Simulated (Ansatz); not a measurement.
Strength of the B–N bond: how K changes with temperature for CH8BN ⇌ CH5N + BH3

Species: CH8BN `[BH3-][NH2+]C`, singlet; CH5N (methylamine) `CN`, singlet; BH3 (borane) `B`, singlet. 

The electronic reaction energy at CCSD(T)/CBS estimate is +154.4 kJ/mol. Shapes: PBE0-D4/def2-TZVP. Programs: Ansatz 0.2.0. Enthalpy and entropy come from rigid-rotor, harmonic-oscillator sums on unscaled PBE0-D4/def2-TZVP wavenumbers, ideal gases at 1 bar. Symmetry numbers: CH8BN 1, CH5N 1, BH3 6. R = 8.3145 J/(mol K).

```
T (K)  ΔH (kJ/mol)  ΔS (J/(mol K))
  700       +137.8          +149.3
 1000            ?               ?
 1300       +130.5          +141.9
```

**Question.** Work out ln K at 700 and 1300 K, and from these estimate it at 1000 K.

**Answer.** 
1. 700 K: ΔG = +137.8 − 700 × (+149.3)/1000 = +33.3 kJ/mol; ln K = −ΔG/RT = -5.72.
2. 1300 K: ΔG = +130.5 − 1300 × (+141.9)/1000 = -54.0 kJ/mol; ln K = −ΔG/RT = +5.00.
3. Slope against 1000/T: (+5.00 − (-5.72))/(0.7692 − 1.4286) = -16.26, that is −ΔH/R with ΔH near +135 kJ/mol.
4. 1000 K: ln K = -5.72 + (-16.26) × (1.0000 − 1.4286) = +1.25.

The full sums give ΔH = +134.6 kJ/mol, ΔS = +145.5 J/(mol K), ΔG = -10.9 kJ/mol and ln K = +1.31 at 1000 K, so the line is off by -0.06 in ln K; without rounding the miss is -0.07, from the change of ΔH with temperature. The products are favoured at 1 bar above about 920 K, give or take 70 K for 10 kJ/mol in the energy. The number of molecules rises, which sets the sign of ΔS, and lower pressure favours the products. An error of 10 kJ/mol in the energy moves ln K by 1.2 at 1000 K. Soft modes are treated as harmonic, which can err either way at these temperatures; the lowest are those of CH8BN (182 cm⁻¹). BH3 would pair up to its dimer, which this equilibrium leaves out. The CBS estimate extrapolates MP2 from def2-TZVPP and def2-QZVPP and adds CCSD(T) − MP2 in the triple-zeta set, cores frozen.

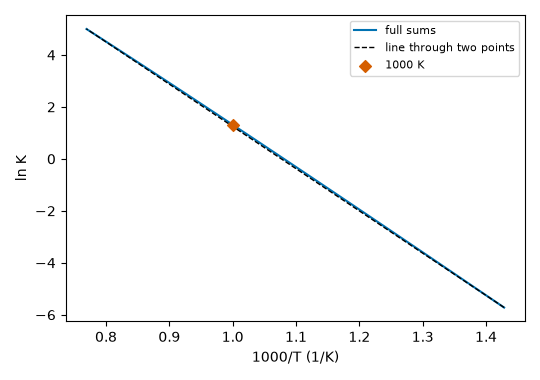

The van 't Hoff plot.
